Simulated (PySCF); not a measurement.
SMILES C[Si](C)(CCO[SiH3])C, GFN2-xTB optimised geometry. Atoms within 1.6 Å of the plane z = 1.2 Å (x, y, z in Å): Si2 (-0.28, -0.66, 0.00), C3 (1.62, -0.66, 0.00), C4 (-0.94, 1.13, 0.00), C5 (-0.97, -1.61, 1.52), C6 (-1.10, -0.73, 2.75), H13 (2.01, -0.11, 0.85), H14 (2.02, -1.67, 0.05), H15 (-0.58, 1.67, 0.87), H17 (-2.02, 1.16, 0.01), H18 (-0.31, -2.45, 1.76), H19 (-1.95, -2.03, 1.30), H20 (-1.84, 0.06, 2.57).

Method: PBE/def2-SVP in PySCF. Cells within 0.4 Å of a nucleus heavier than hydrogen are left out (blank, or x).

Map of the HOMO−1 amplitude (bohr^(-3/2)) on the plane z = 1.2 Å; orbital energy -6.55 eV, overall sign arbitrary:

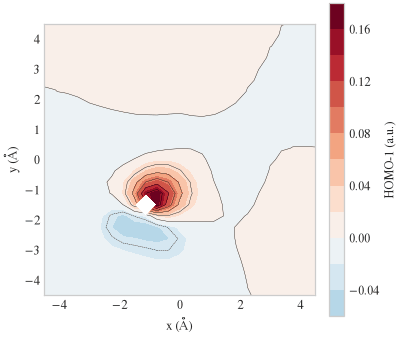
HOMO−1 amplitude (bohr^(-3/2)) on the plane z = 1.2 Å.
